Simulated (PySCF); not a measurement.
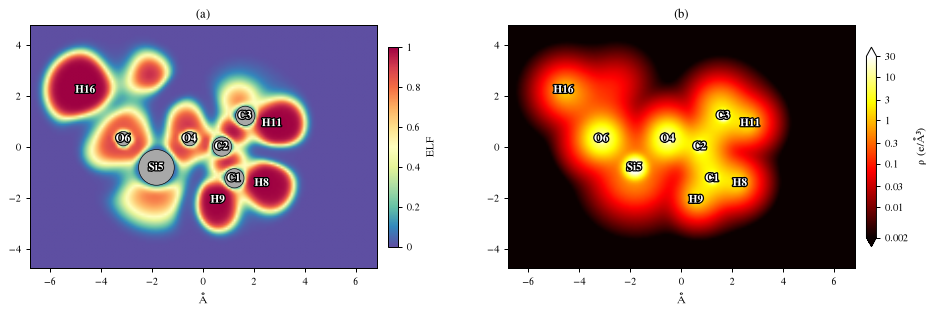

The picture shows: C₃H₉O₂Si₂ (SMILES C=C(C)O[SiH-]O[SiH3]) (charge −1). (a) ELF; (b) electron density on the plane of atoms C2, C1 and H9. Grey discs cover the atomic cores in the ELF map.

Geometry: GFN2-xTB.

The calculation used PySCF, PBE0/pcSseg-1, SCF density, gas phase, non-relativistic.

```xyz
16

C    -2.0347   -1.3871   -0.2347
C    -1.4111   -0.3659    0.3604
C    -2.1847    0.7922    0.9579
O    -0.1162   -0.2492    0.4981
Si    1.0336   -1.4869    0.1195
O     2.4644   -0.5811    0.4921
Si    3.0338    0.8730    0.3463
H    -3.1090   -1.4264   -0.3008
H    -1.4719   -2.2130   -0.6271
H    -2.0761    0.7823    2.0433
H    -3.2411    0.7305    0.7050
H    -1.7799    1.7360    0.5929
H     1.0591   -1.2714   -1.3726
H     2.1052    1.9713    0.6713
H     3.5482    1.1515   -1.0153
H     4.1728    0.9532    1.2872
```

Q: What does the map show?

A: Atoms in the plane: C, O, Si and H. C–O (1.31 Å): ρ is about 2.6 e/Å³ halfway; the ELF peaks at about 0.85 between the atoms: a shared but strongly polarised pair. C–C (1.34 Å): ρ is about 2.3 e/Å³ halfway; the ELF peaks at about 0.95 between the atoms: a multiple bond. C–H (1.07 Å): the density is about 2 e/Å³ at the midpoint; the ELF climbs to about 1 towards the hydrogen, as it does in any bond to H; a covalent bond by its length. C–C (1.52 Å): ρ at the midpoint is about 1.7 e/Å³; the ELF peaks at about 0.95 between the atoms: a shared electron pair. Si–O (1.73 Å): ρ at the midpoint is about 0.91 e/Å³; the ELF peaks at about 0.90 between the atoms (a polar covalent bond). The ELF also peaks beside O6 and O4, away from the bonds: lone-pair regions.
